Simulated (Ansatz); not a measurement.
**Convergence study of the k-point mesh at a smearing width of 0.3 eV for CaPd (P4mm, 2 atoms in the cell)**

```
CELL_PARAMETERS angstrom
      3.51621     0.00000     0.00000
      0.00000     3.51621     0.00000
      0.00000     0.00000     3.51621
ATOMIC_POSITIONS crystal
  Ca 0.00000 0.00000 0.01422
  Pd 0.50000 0.50000 0.50000
```

Method: LDA (PW92), default PAW files made with PBE (plane waves; Ansatz, a first-principles code).

Base settings: basis.ecutwfc = 30.9 Ry; kpoints.mp_grid.grid = 9 9 9; hamiltonian.xc = lda; hamiltonian.pseudopotentials = {kind: paw} (the program's default PAW files); scf.occupations.method = fermi_dirac; scf.occupations.width = 0.0073 Ry.

In this ladder: scf.occupations.width = 0.022 Ry.

Only quantities that move along the ladder and can be compared are tabulated.

The count of work is k-points × plane waves × bands × iterations; it is no time. 

The starting cell comes from a database of computed structures (which also holds hypothetical and non-ambient phases and stackings), without a prior relaxation at this level. Its lattice was rescaled by up to half a per cent. One atom was moved a little off its site on purpose. Spin polarisation is off. In the base run, with a pressure of about -5 GPa the cell is away from its equilibrium volume at this level. Ansatz's pressure includes its estimate of the finite-basis (Pulay) stress.

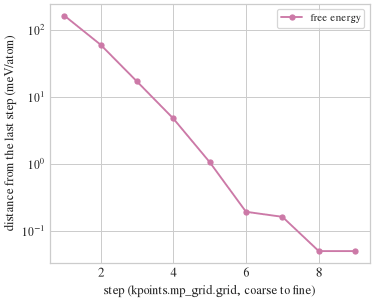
Figure: Distance from the last step along the ladder; very small values are drawn at a floor.

```csv
kpoints.mp_grid.grid,free energy less the last step's (meV/atom),pressure (GPa),count of work / last
3 3 3,-164.07,-7.00,0.0056
4 4 4,60.25,-3.94,0.017
5 5 5,-17.03,-5.62,0.017
6 6 6,4.76,-4.91,0.043
7 7 7,-1.06,-5.22,0.032
9 9 9,0.19,-5.14,0.080
10 10 10,-0.16,-5.13,0.13
12 12 12,-0.04,-5.13,0.21
18 18 18,0.00,-5.13,0.59
22 22 22,0.00,-5.13,1.0
```

Coarsest kpoints.mp_grid.grid that holds the free energy within 2 meV/atom of the last step, with all finer ones: 7 7 7, at 0.032 of the last step's count of work; the step before is off by 4.8 meV/atom.

Coarsest kpoints.mp_grid.grid that holds the pressure within 1 GPa of the last step, with all finer ones: 5 5 5, at 0.017 of the last step's count of work; the step before is off by 1.2 GPa.

Keys are those of Ansatz 0.2.
